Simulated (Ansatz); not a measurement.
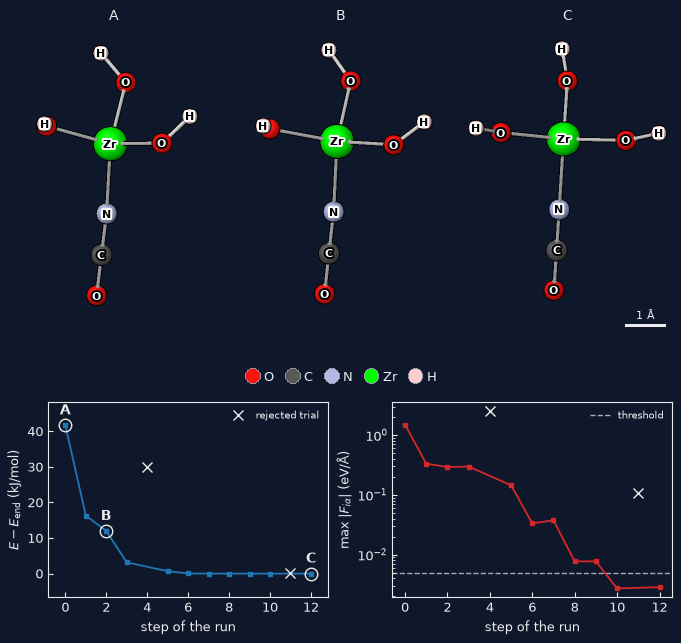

Frames of a relaxation of CH$_{3}$NO$_{4}$Zr, marked on the history of the run. The picture is a ball-and-stick view, seen from a free direction.

The start comes from GFN2-xTB.

Level of theory: RKS PBE0-D4/def2-TZVP (Ansatz). (force threshold 0.005 eV/Å; at most 150 steps)

Describe the path.

Answer. An H atom moves most after the best rigid fit: 0.61 Å. Largest moves by element: H 0.61 Å, O 0.34 Å, Zr 0.15 Å, N 0.15 Å, C 0.13 Å. Among the contacts that change: O–Zr 1.884 → 1.916 Å, H–O 0.967 → 0.952 Å, N–Zr 2.058 → 2.067 Å, C–N 1.190 → 1.198 Å. Bond angles that change, for instance: Zr–O–H 121.9° → 166.2°, O–Zr–O 104.2° → 110.2°, N–Zr–O 114.7° → 108.7°. After 10 accepted moves (12 points after the start) the energy has fallen by 41.6 kJ/mol. Largest force component: 1.5 eV/Å at the start, 0.0029 eV/Å at the end. The line search rejected the trial steps at points 4, 11 of the run. The forces were under the threshold at step 10, but the run went on from there. From step 0 to 2: an H atom moves most (0.24 Å), energy −29.7 kJ/mol. From step 2 to 12: H atoms move most (0.39 Å), energy −12.0 kJ/mol.

```
step  E − E(0), kJ/mol  largest force component, eV/Å      note
   0              0.00                         1.4954          
   1            -25.33                         0.3337          
   2            -29.68                         0.2918          
   3            -38.48                         0.2983          
   4            -11.69                         2.5701  rejected
   5            -40.96                         0.1450          
   6            -41.61                         0.0334          
   7            -41.63                         0.0376          
   8            -41.64                         0.0077          
   9            -41.64                         0.0077          
  10            -41.64                         0.0027          
  11            -41.57                         0.1093  rejected
  12            -41.64                         0.0029
```
